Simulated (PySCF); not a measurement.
**SiF2 (SMILES F[Si]F) at CISD/STO-6G**

What is the energy change on altering one bond length of SiF2 at CISD/STO-6G? Input form: a Python script.

The results are computed with PySCF 2.14.0.

8 further runs of the same task are left out: 8 set aside as unsound or not needed.

### Step 1. Starting point

The species is SiF2 (3 atoms), meant as a singlet with charge 0. SMILES: `F[Si]F`. The coordinates come from a PBE0-D4/def2-TZVP relaxation.

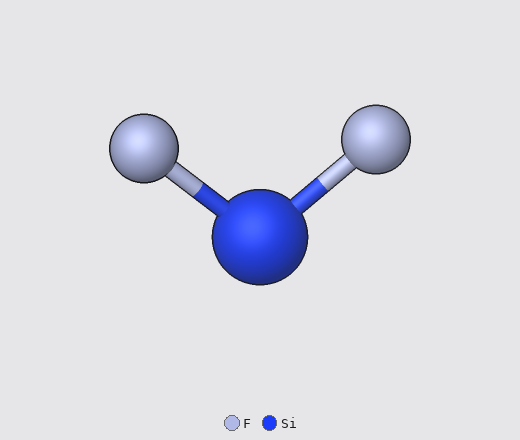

The structure, seen from a chosen angle (fluorine light blue, silicon blue).

### Step 2. The energy at CISD/STO-6G

File input.py:

```python
# F[Si]F
from pyscf import gto, scf, ci

mol = gto.M(
    atom='''
F      0.314261     2.356111     0.433503
Si    -1.124198    -0.087683    -0.623799
F      0.809937    -2.268427     0.190295
''',
    max_memory=1860,
    basis='sto-6g',
    charge=0,
    verbose=3,
    unit='bohr',
)

mf = scf.RHF(mol)
mf.conv_tol = 1e-10
mf.kernel()
if not mf.converged:
    mf = mf.newton().run(mf.mo_coeff, mf.mo_occ)

cisd = ci.CISD(mf, frozen=7)
cisd.kernel()
e_final = cisd.e_tot
print('Final energy', e_final)
```

Command:

```console
$ OMP_NUM_THREADS=1 python input.py
```

The program printed:

```text
converged SCF energy = -485.819447714998
E(RCISD) = -485.8984090337643  E_corr = -0.07896131876657497
Final energy -485.8984090337643
```

Run time: 0.5 s. Hardware: 1 thread of Intel Xeon 6975P-C (Granite Rapids), shared host; peak memory 0.1 GiB.

### Step 3. The distorted shape

File input.py:

```python
from pyscf import gto, ci

mol = gto.M(
    atom='''
F     -0.072541     2.792231     0.270696
Si    -1.511000     0.348437    -0.786606
F      0.809937    -2.268427     0.190295
''',
    basis='sto-6g',
    max_memory=1860,
    unit='bohr',
    charge=0,
    verbose=4,
)

mf = mol.RHF()
mf.conv_tol = 1e-10
mf.kernel()
if not mf.converged:
    mf = mf.newton().run(mf.mo_coeff, mf.mo_occ)

cisd = ci.CISD(mf, frozen=7)
cisd.kernel()
etot = cisd.e_tot
print('E = %.10f Eh' % etot)
```

Command:

```console
$ OMP_NUM_THREADS=1 python input.py
```

The program printed:

```text
PySCF version 2.14.0

[INPUT] num. atoms = 3
[INPUT] num. electrons = 32
[INPUT] charge = 0
[INPUT] spin (= nelec alpha-beta = 2S) = 0
[INPUT] symmetry False subgroup None
[INPUT] Mole.unit = bohr
[INPUT] Symbol           X                Y                Z      unit          X                Y                Z       unit  Magmom
[INPUT]  1 F     -0.038387044057   1.477585012824   0.143246154287 AA   -0.072541000000   2.792231000000   0.270696000000 Bohr   0.0
[INPUT]  2 Si    -0.799586765700   0.184384919841  -0.416253969173 AA   -1.511000000000   0.348437000000  -0.786606000000 Bohr   0.0
[INPUT]  3 F      0.428600202681  -1.200399873036   0.100699777352 AA    0.809937000000  -2.268427000000   0.190295000000 Bohr   0.0

nuclear repulsion = 92.094120418685
number of shells = 11
number of NR pGTOs = 114
number of NR cGTOs = 19
basis = sto-6g
ecp = {}

******** <class 'pyscf.scf.hf.RHF'> ********
method = RHF
initial guess = minao
damping factor = 0
level_shift factor = 0
DIIS = <class 'pyscf.scf.diis.CDIIS'>
diis_start_cycle = 1
diis_space = 8
diis_damp = 0
SCF conv_tol = 1e-10
SCF conv_tol_grad = None
SCF max_cycles = 50
direct_scf = True
direct_scf_tol = 1e-13
Set gradient conv threshold to 1e-05
Initial guess from minao.
init E= -485.250347868306
  HOMO = -0.32280743632255  LUMO = 0.0547178804474618  gap/eV = 10.27299
cycle= 1 E= -485.610304673705  delta_E= -0.36  |g|= 0.471  |ddm|= 1.96
  HOMO = -0.127017620191152  LUMO = 0.149569002617715  gap/eV = 7.52631
cycle= 2 E= -485.742262371587  delta_E= -0.132  |g|= 0.217  |ddm|= 1.36
  HOMO = -0.252815899301178  LUMO = 0.205409242885759  gap/eV = 12.46894
cycle= 3 E= -485.764258550207  delta_E= -0.022  |g|= 0.0408  |ddm|= 0.358
  HOMO = -0.253996868212454  LUMO = 0.21192148311809  gap/eV = 12.67828
cycle= 4 E= -485.766235071391  delta_E= -0.00198  |g|= 0.0171  |ddm|= 0.139
  HOMO = -0.254549439378383  LUMO = 0.213935905400296  gap/eV = 12.74814
cycle= 5 E= -485.766622824902  delta_E= -0.000388  |g|= 0.00517  |ddm|= 0.0659
  HOMO = -0.252266671700147  LUMO = 0.213480225388357  gap/eV = 12.67362
cycle= 6 E= -485.766665921152  delta_E= -4.31e-05  |g|= 0.000826  |ddm|= 0.0267
  HOMO = -0.252690695670879  LUMO = 0.213877519228548  gap/eV = 12.69597
cycle= 7 E= -485.76666650343  delta_E= -5.82e-07  |g|= 0.000192  |ddm|= 0.00246
  HOMO = -0.252571958799326  LUMO = 0.213851681164518  gap/eV = 12.69203
cycle= 8 E= -485.766666552921  delta_E= -4.95e-08  |g|= 4.86e-05  |ddm|= 0.000841
  HOMO = -0.252572917104541  LUMO = 0.213851108014128  gap/eV = 12.69204
cycle= 9 E= -485.766666555588  delta_E= -2.67e-09  |g|= 1.2e-05  |ddm|= 0.00017
  HOMO = -0.25257463132079  LUMO = 0.213852956883575  gap/eV = 12.69214
cycle= 10 E= -485.766666555763  delta_E= -1.75e-10  |g|= 1.68e-06  |ddm|= 5.11e-05
  HOMO = -0.252574552037616  LUMO = 0.213852870734807  gap/eV = 12.69214
cycle= 11 E= -485.766666555766  delta_E= -2.73e-12  |g|= 6.15e-07  |ddm|= 6.37e-06
  HOMO = -0.252574553598992  LUMO = 0.213852810756465  gap/eV = 12.69214
Extra cycle  E= -485.766666555766  delta_E=    0  |g|= 2.77e-07  |ddm|= 1.51e-06
converged SCF energy = -485.766666555766

******** <class 'pyscf.ci.cisd.RCISD'> ********
CISD nocc = 9, nmo = 12
frozen orbitals 7
max_cycle = 50
direct = 0
conv_tol = 1e-09
max_cycle = 50
max_space = 12
lindep = 0
nroots = 1
Init t2, MP2 energy = -0.0762972739447531
RCISD converged
E(RCISD) = -485.8594732389923  E_corr = -0.09280668322643848
E = -485.8594732390 Eh
```

Run time: 0.6 s. Hardware: 1 thread of Intel Xeon 6975P-C (Granite Rapids), shared host; peak memory 0.12 GiB.

### Step 4. Results

Level: CISD/STO-6G, 7 core orbitals frozen.

| quantity | value |
| --- | --- |
| first shape: total energy | -485.89841 Eh |
| first shape: dipole moment (Hartree–Fock density) | 1.00 D |
| first shape: HOMO energy (Hartree–Fock orbitals) | -7.00 eV |
| first shape: LUMO energy (Hartree–Fock orbitals) | 6.69 eV |
| first shape: HOMO–LUMO gap (Hartree–Fock orbitals) | 13.69 eV |
| first shape: correlation energy (7 core orbitals frozen) | -79.0 mEh |
| distorted shape: total energy | -485.85947 Eh |
| distorted shape: dipole moment (Hartree–Fock density) | 1.84 D |
| distorted shape: HOMO energy (Hartree–Fock orbitals) | -6.87 eV |
| distorted shape: LUMO energy (Hartree–Fock orbitals) | 5.82 eV |
| distorted shape: HOMO–LUMO gap (Hartree–Fock orbitals) | 12.69 eV |
| distorted shape: correlation energy (7 core orbitals frozen) | -92.8 mEh |
| energy change with the Si2–F3 bond stretched from 1.602 to 1.922 Å | 1.059 eV |

What this shows: With the Si2–F3 bond stretched from 1.602 to 1.922 Å the energy rises by 1.06 eV (24 kcal/mol). The first shape isn't relaxed at this level, so the change isn't measured from a minimum. The minimal basis adds a large error of its own. Mulliken charges (first shape) of the mean-field density run from -0.37 on F1 to +0.75 on Si2. Mulliken charges (distorted shape) of the mean-field density run from -0.36 on F3 to +0.71 on Si2.
